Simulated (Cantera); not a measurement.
Charge: 1 mol Na₂CO₃, 0.057 mol H₂, 1 mol O₂, held at 1.50 bar.

Cantera equilibrium calculation (NASA polynomials, part measured and part estimated; ideal gas, pure solids and liquids). Candidate condensed phases: C, C₆H₆, C₇H₈, C₈H₁₈, H₂O, Na, NaOH, NaO₂, Na₂CO₃, Na₂O, Na₂O₂; 117 gas species. Equilibrium is a limit: real reactors are often held back by kinetics, nucleation or transport.

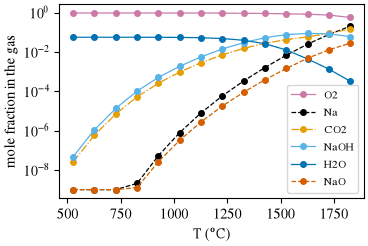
Figure: Equilibrium gas composition (values under 1e-9 drawn at 1e-9)

From 527 °C to 827 °C the condensed part is Na₂CO₃(s). From 927 °C to 1827 °C the condensed part is Na₂CO₃(l). The main Na-bearing gas is NaOH at 527 °C and Na at 1827 °C.
